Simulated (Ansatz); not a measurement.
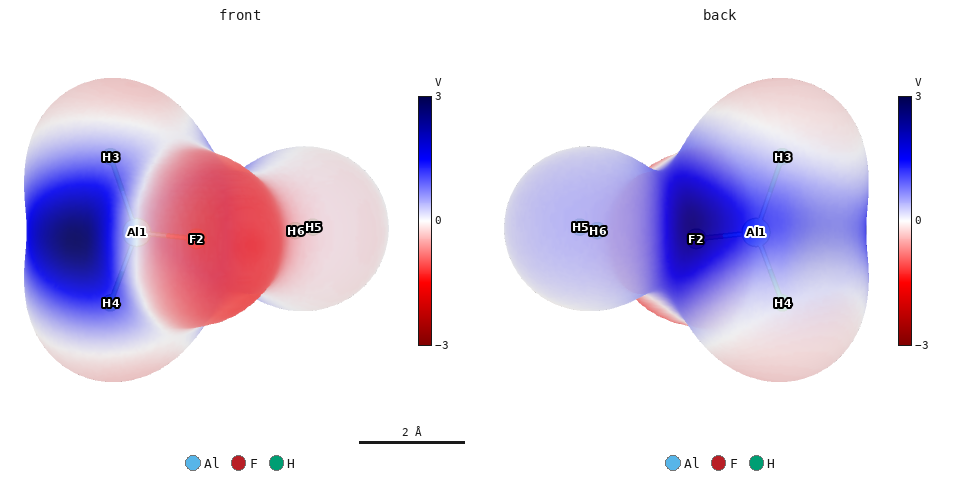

AlFH₂···H₂. The electrostatic potential painted on the density surface at 0.001 e/bohr³, seen from the front and from behind; red is negative and blue positive.

Level of theory: Ansatz, RKS B3LYP-D4/6-31G*.

Input

```
crystal:
  periodic: [false, false, false]
  atoms:
    - { symbol: Al, position_ang: [-0.002743, 0.241203, -0.001531] }
    - { symbol: F, position_ang: [0.000163, 0.336811, 1.673188] }
    - { symbol: H, position_ang: [1.399994, 0.253952, -0.730371] }
    - { symbol: H, position_ang: [-1.409471, 0.197275, -0.721929] }
    - { symbol: H, position_ang: [0.083828, -2.339478, 0.977239] }
    - { symbol: H, position_ang: [0.064128, -1.773264, 1.404604] }
basis:
  gaussian: { orbitals: "6-31G*" }
hamiltonian:
  xc: b3lyp
  dispersion: d4
relax:
  f_tol: 0.03
  max_steps: 50
output:
  orbitals: {}
```

Launched as:

```sh
ansatz run input.yaml --threads 1 --pin off --max-ram 2048MiB --backend cpu --events-out ev --progress --plain --runs-dir out
```

The fields are those of the relaxed geometry.

Which sites attract a positive test charge, and which a negative one?

Answer. A positive charge is drawn to the negative regions and a negative charge to the positive ones. The most negative region (about −1.1 V, or −25 kcal/mol for a unit charge) lies over F2, the most positive (about +2.7 V, or +62 kcal/mol for a unit charge) over Al1.
